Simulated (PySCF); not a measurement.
```xyz
17

C     2.8580   -0.6028    1.2773
C     1.9144   -0.3077    0.6141
C     0.4746   -0.2310    0.3219
N    -0.1895   -0.8324    1.1243
C    -1.6474   -0.6000    1.3587
C    -2.3115   -0.2051    0.0391
C    -1.5343    1.0953   -0.5556
C    -0.1192    0.4798   -0.8664
H     3.8064   -0.9211    1.6254
H    -1.6808    0.0013    2.2893
H    -2.1078   -1.6274    1.6243
H    -2.0601   -0.9483   -0.6334
H    -3.3191    0.1535    0.1258
H    -2.1646    1.4966   -1.3335
H    -1.2905    1.7520    0.2897
H    -0.2495   -0.3093   -1.6900
H     0.5508    1.1892   -1.3377
```

Geometry: GFN2-xTB, MD frame at 250 fs, 600 K.

Method: PBE0/pcSseg-1, SCF density, gas phase, non-relativistic (PySCF).

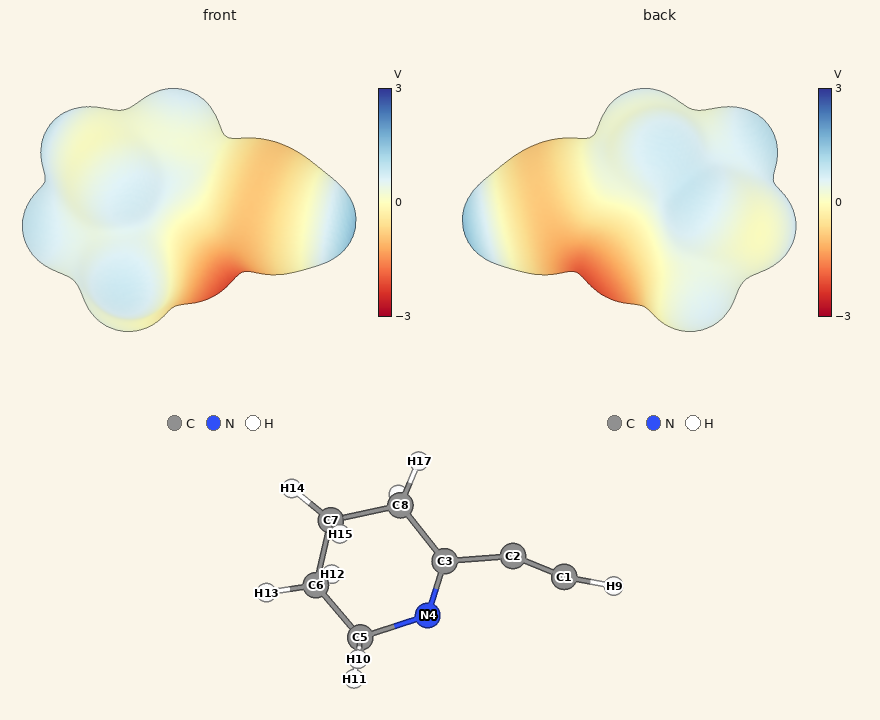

C$_{7}$H$_{9}$N. The molecular electrostatic potential painted on the density surface at 0.002 e/bohr³, seen from the front and from behind; red is negative and blue positive. The bare structure is drawn below in the same view.

Question: Where is the surface potential most negative and most positive?

Answer: The most negative region (about −2.0 V) lies over N4, the most positive (about +1.4 V) over H9. N4 is the likeliest acceptor of a hydrogen bond.
